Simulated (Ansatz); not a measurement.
# C2H4F2 (1,2-difluoroethane) at PBE0/def2-SVPD

What is the electronic atomisation energy of C2H4F2 (1,2-difluoroethane) at PBE0/def2-SVPD? 

The calculation is run with Ansatz 0.2.0.

**1. The molecule**

C2H4F2: 8 atoms, total charge 0, spin state singlet. As SMILES, `FCCF`. The shape is that of a PBE0-D4/def2-TZVP optimisation.

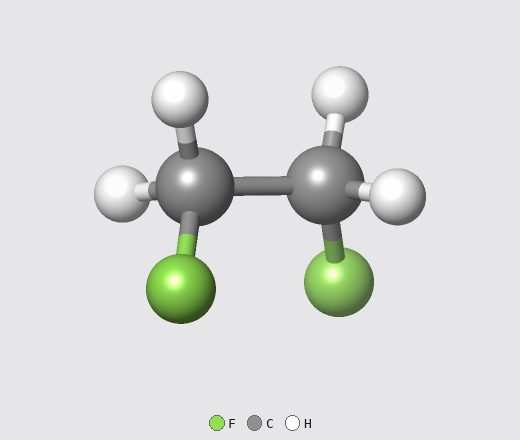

The structure, seen from a chosen angle (fluorine green, carbon grey, hydrogen white).

**2. A single-point energy at PBE0/def2-SVPD**

File molecule.yaml:

```yaml
basis:
  gaussian: {orbitals: def2-SVPD}
crystal:
  periodic: [false, false, false]
  atoms:
    - {symbol: F, position_ang: [-1.312370, 0.775570, 0.874010]}
    - {symbol: C, position_ang: [-0.115750, 0.716060, 0.193200]}
    - {symbol: C, position_ang: [0.217900, -0.696080, -0.177380]}
    - {symbol: F, position_ang: [-0.618130, -1.153280, -1.172850]}
    - {symbol: H, position_ang: [-0.201180, 1.337840, -0.702830]}
    - {symbol: H, position_ang: [0.670250, 1.117960, 0.841860]}
    - {symbol: H, position_ang: [1.248900, -0.742470, -0.544780]}
    - {symbol: H, position_ang: [0.110390, -1.355610, 0.688780]}
hamiltonian: {xc: {name: PBE0}}
accuracy: high
output: {orbitals: {seedname: orbitals}}
```

Run with:

```sh
$ ansatz run molecule.yaml --threads 1 --pin off --max-ram 3480MiB --events-out events.jsonl --progress --plain --runs-dir runs
```

Standard output:

```text
Warning: RAYON_NUM_THREADS=1 ignored (pool sized by the plan → 1); use --threads N
Functional definition: PBE0
  name "PBE0"
  parameter a = 0.25
  parameter kappa = 0.804
  parameter beta = 0.06672455060314922
  exchange = (1 - a)*pbe_x(kappa = kappa, mu = beta*pi^2/3) + a*exact_x
  correlation = pbe_c(beta = beta)
2408 factors; integrals over basis functions are off by at most 3.2e-9 eV
mean field evaluation 1: about -7557.5008 eV, gradient 3.3e1 eV
mean field evaluation 2: about -7557.4514 eV, gradient 3.5e1 eV
mean field evaluation 4: about -7559.5950 eV, gradient 1.8e0 eV
mean field evaluation 8: about -7559.7433 eV, gradient 7.8e-2 eV
mean field evaluation 16: about -7559.7433 eV, gradient 6.4e-6 eV
mean field -7559.74329719 eV, -277.8154419937 hartree, gradient 3.8e-8 eV, S^2 0.000000; 0 other end points of the search recorded, 0 dependent functions left out
reference -7559.74329995 eV, -277.8154420951 hartree; 17, 17 occupied and 101, 101 virtual orbitals, 2408 factors
Total energy: -7559.74329995 eV, -277.8154420951 hartree
```

It took 3.6 s on 1 thread of AMD EPYC 9R45 (Zen 5), shared host; peak memory 0.43 GiB.

**3. The C atom**

File run.yaml:

```yaml
crystal:
  periodic: [false, false, false]
  atoms:
    - {symbol: C, position_ang: [0.000000, 0.000000, 0.000000]}
basis:
  gaussian:
    orbitals: def2-SVPD
magnetization:
  spin_polarized: true
  initial_magnetization: 2
hamiltonian:
  xc: pbe0
accuracy: high
```

Run with:

```sh
$ ansatz run run.yaml --threads 1 --pin off --max-ram 3480MiB --events-out events.jsonl --progress --plain --runs-dir runs
```

Standard output, cut to the lines that bear on the results:

```text
Warning: RAYON_NUM_THREADS=1 ignored (pool sized by the plan → 1); use --threads N
[... 7 set-up lines as earlier in the session ...]
163 factors; integrals over basis functions are off by at most 3.2e-9 eV
mean field evaluation 1: about -1027.4619 eV, gradient 3.6e0 eV
mean field evaluation 2: about -1027.5357 eV, gradient 8.5e-1 eV
mean field evaluation 4: about -1027.5413 eV, gradient 2.5e-1 eV
mean field evaluation 8: about -1027.5418 eV, gradient 4.4e-5 eV
mean field -1027.54176421 eV, -37.7614633420 hartree, gradient 8.5e-8 eV, S^2 2.003766; 0 other end points of the search recorded, 0 dependent functions left out
reference -1027.54176588 eV, -37.7614634031 hartree; 4, 2 occupied and 16, 18 virtual orbitals, 163 factors
Total energy: -1027.54176588 eV, -37.7614634031 hartree
```

It took 0.14 s on 1 thread of AMD EPYC 9R45 (Zen 5), shared host.

**4. The F atom at the same level**

File molecule.yaml:

```yaml
crystal:
  periodic: [false, false, false]
  atoms:
    - {symbol: F, position_ang: [0.000000, 0.000000, 0.000000]}
basis:
  gaussian: {orbitals: def2-SVPD}
hamiltonian: {xc: {name: PBE0}}
accuracy: high
magnetization: {spin_polarized: true, initial_magnetization: 1}
```

Run with:

```sh
$ ansatz run molecule.yaml --threads 1 --pin off --max-ram 3480MiB --events-out events.jsonl --progress --plain --runs-dir runs
```

Standard output, cut to the lines that bear on the results:

```text
Warning: RAYON_NUM_THREADS=1 ignored (pool sized by the plan → 1); use --threads N
[... 7 set-up lines as earlier in the session ...]
194 factors; integrals over basis functions are off by at most 1.8e-9 eV
mean field evaluation 1: about -2709.0846 eV, gradient 4.7e0 eV
mean field evaluation 2: about -2709.1431 eV, gradient 1.9e0 eV
mean field evaluation 4: about -2709.1541 eV, gradient 2.7e-2 eV
mean field evaluation 8: about -2709.1542 eV, gradient 3.1e-4 eV
mean field -2709.15418534 eV, -99.5595799804 hartree, gradient 8.7e-9 eV, S^2 0.751618; 0 other end points of the search recorded, 0 dependent functions left out
reference -2709.15418714 eV, -99.5595800468 hartree; 5, 4 occupied and 18, 19 virtual orbitals, 194 factors
Total energy: -2709.15418714 eV, -99.5595800468 hartree
```

It took 0.16 s on 1 thread of AMD EPYC 9R45 (Zen 5), shared host.

**5. The H atom**

File molecule.yaml:

```yaml
crystal:
  periodic: [false, false, false]
  atoms:
    - {symbol: H, position_ang: [0.000000, 0.000000, 0.000000]}
basis:
  gaussian: {orbitals: def2-SVPD}
magnetization: {spin_polarized: true, initial_magnetization: 1}
hamiltonian: {xc: pbe0}
accuracy: high
```

Run the same way, it converges to -0.50029 Eh (log not shown).

**6. What came out**

Level: PBE0/def2-SVPD.

| quantity | value |
| --- | --- |
| molecule: total energy | -277.81544 Eh |
| molecule: HOMO energy | -9.71 eV |
| molecule: LUMO energy | 0.68 eV |
| molecule: HOMO–LUMO gap | 10.39 eV |
| C atom: total energy | -37.76146 Eh |
| C atom: ⟨S²⟩ | 2.004 |
| F atom: total energy | -99.55958 Eh |
| F atom: ⟨S²⟩ | 0.752 |
| H atom: total energy | -0.50029 Eh |
| H atom: ⟨S²⟩ | 0.750 |
| electronic atomisation energy | 31.897 eV |

What this shows: Taking the molecule apart into free atoms costs 31.90 eV (736 kcal/mol), before zero-point energy and without spin-orbit coupling.
